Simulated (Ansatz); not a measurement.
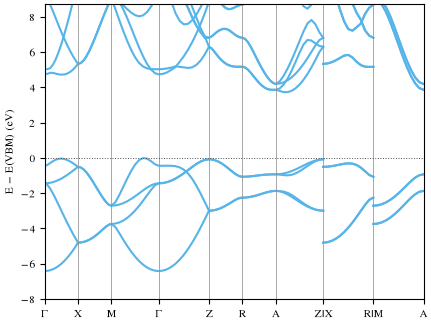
Fig. 1. Band structure from PBE in the plane-wave PAW code Ansatz

The gap is 3.72 eV; an edge lies off the plotted path or next to a special point (maximum off the standard path, minimum on the A–Z line, 21 % of the way from A).

The material is MgH2 (rutile, P4_2/mnm).

The cell was relaxed with PBE under the symmetry of its start.

Potentials: the later of the program's two PAW sets.
